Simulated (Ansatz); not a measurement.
Pressure series in hypothetical P6_3/mmc PbS

Base system: PbS (space group P6_3/mmc, No. 194; a = 5.0012 Å, c = 5.9825 Å; a hypothetical phase, not in the database extracts checked).

Cell and atoms are relaxed at each pressure.

The values are results of DFT with r2SCAN, PAW potentials and a 500 eV plane-wave cutoff in Ansatz (a first-principles code), scalar-relativistic without spin-orbit coupling, not measurements.

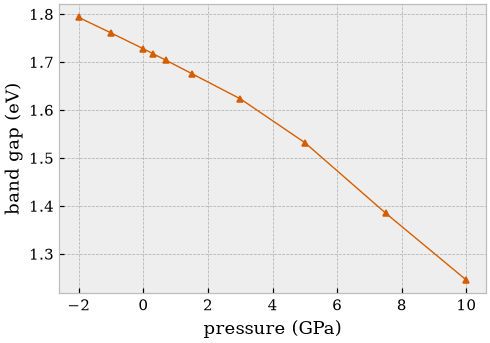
Fig. 1. Band gap against pressure

### Question
From the plot, what is the band gap for pressure 1.5 GPa?

### Answer
About 1.68 eV.

### Question
Is the trend monotonic over the range shown?

### Answer
Yes, it falls throughout, spanning 1.25 eV to 1.79 eV.

With Pb present, leaving out spin-orbit coupling can change the band edges. Load acts through the strain it causes; cell and atoms are relaxed under it. Stability against distortions was not tested. No other phases were tried under pressure. The base started in P6_3mc and relaxed to P6_3/mmc at this level.
